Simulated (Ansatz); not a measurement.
AlClH$_{2}$···CH$_{4}$

The calculation's input:

```
crystal:
  periodic: [false, false, false]
  atoms:
    - { symbol: Al, position_ang: [-0.061321, -0.506248, -0.46188] }
    - { symbol: C, position_ang: [-0.037214, -0.171963, 2.683929] }
    - { symbol: H, position_ang: [-0.951759, -0.106327, 3.287673] }
    - { symbol: H, position_ang: [0.829333, -0.391476, 3.321719] }
    - { symbol: H, position_ang: [0.12923, 0.790165, 2.172435] }
    - { symbol: H, position_ang: [1.405195, 0.047002, -0.631177] }
    - { symbol: H, position_ang: [-1.398217, 0.303889, -0.671768] }
    - { symbol: Cl, position_ang: [-0.264841, -2.645131, -0.023399] }
    - { symbol: H, position_ang: [-0.152707, -1.008211, 1.966768] }
basis:
  gaussian: { orbitals: def2-SVP }
hamiltonian:
  xc: pbe0
  dispersion: d4
relax:
  f_tol: 0.03
  max_steps: 50
output:
  orbitals: {}
```

Command:

```sh
ansatz run input.yaml --threads 1 --pin off --max-ram 2048MiB --backend cpu --events-out ev --progress --plain --runs-dir out
```

The fields are those of the run's last geometry, not of the input's.

All numbers below come from RKS PBE0-D4/def2-SVP (Ansatz).

**Predict the electron density and electron localisation function between the atoms.**

Al1···H9 (2.29 Å): the density falls to about 0.1 e/Å³ on the way; the ELF climbs to about 1 towards the hydrogen.
Al–Cl (2.13 Å): ρ is about 0.67 e/Å³ halfway; the ELF peaks at about 0.90 in the valence shell of Cl, 0.9 Å from its nucleus, and is about 0.80 at the midpoint.
C–H (1.10 Å): the density is about 1.9 e/Å³ at the midpoint; the ELF climbs to about 1 towards the hydrogen: an ordinary covalent bond to hydrogen.

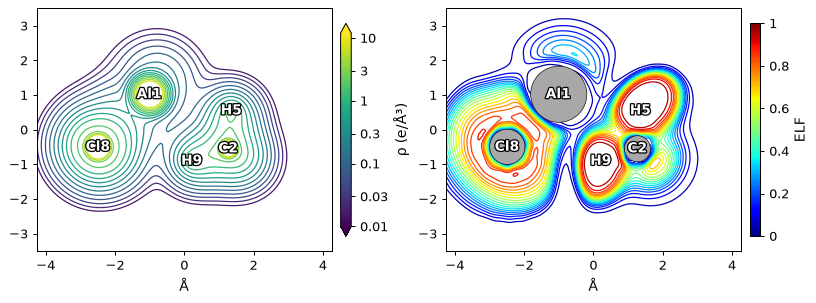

Computed electron density and electron localisation function on the plane of atoms H5, C2 and H9, in this order. Grey discs cover the atomic cores in the ELF map. 
